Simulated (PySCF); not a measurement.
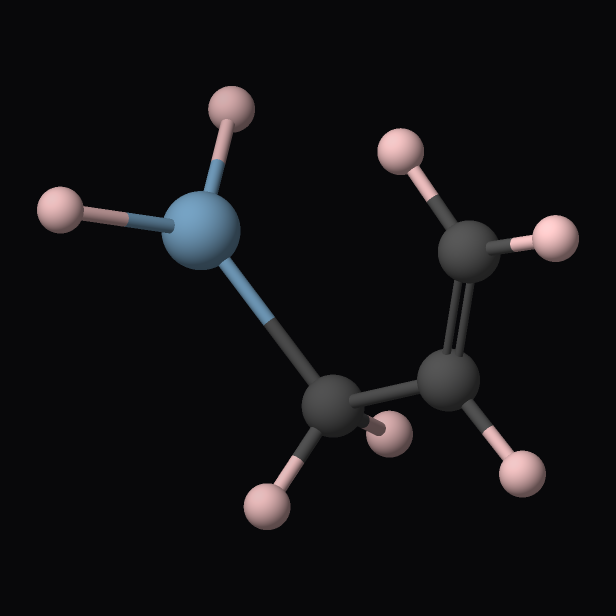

(Drawn from a calculation with PySCF.)

Ball-and-stick drawing of a structure. Multiple sticks mark multiple bonds (one Kekulé form). Colours: carbon dark grey, aluminium light blue, hydrogen pink.

Description:

The molecule is C3H7Al. SMILES: `C=C[CH2][AlH2]`. Among its groups: alkene. Coordination: 2 C trigonal planar; 1 C tetrahedral; 1 Al trigonal planar.
